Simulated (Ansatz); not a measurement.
System: BBrF₂.

Input file:

```
crystal:
  periodic: [false, false, false]
  atoms:
    - {symbol: F, position_ang: [-0.200871, -1.381466, -0.117516]}
    - {symbol: B, position_ang: [-0.114164, -0.078498, -0.027516]}
    - {symbol: F, position_ang: [-1.199664, 0.643720, -0.143426]}
    - {symbol: Br, position_ang: [1.570099, 0.755944, 0.268257]}
basis:
  gaussian: {orbitals: def2-TZVPP}
hamiltonian: {xc: pbe0, dispersion: d4}
output: {orbitals: {seedname: orbitals}}
```

Run with:

```sh
ansatz run in.yaml --threads 4 --pin off --events-out ev --progress --plain --max-ram 10444MiB
```

Geometry: PBE0-D4/def2-TZVP.

Computed with RKS PBE0-D4/def2-TZVPP in Ansatz.

Predict the electron density and electron localisation function between the atoms.

Answer. B–F (1.31 Å): ρ at the midpoint is about 2.3 e/Å³; the ELF peaks at about 0.85 between the atoms (a polar covalent bond).
B–Br (1.90 Å): ρ is about 1.2 e/Å³ halfway; the ELF peaks at about 0.90 between the atoms: a polar covalent bond.

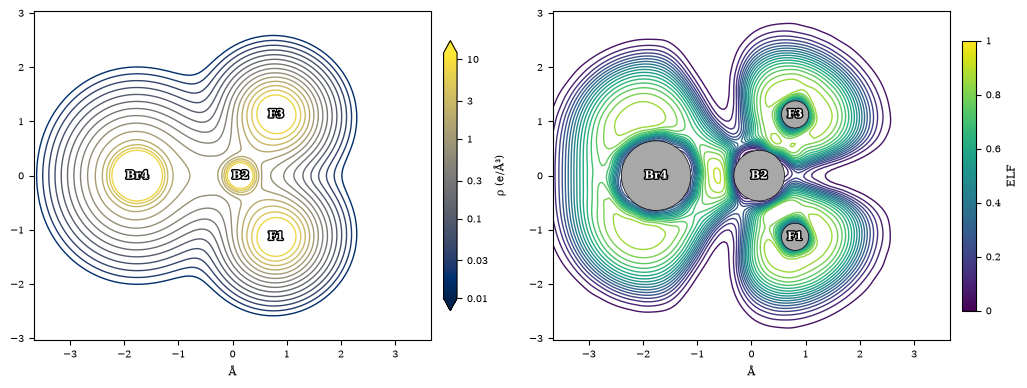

Computed electron density and electron localisation function on the molecular plane, in this order. Grey discs cover the atomic cores in the ELF map. 
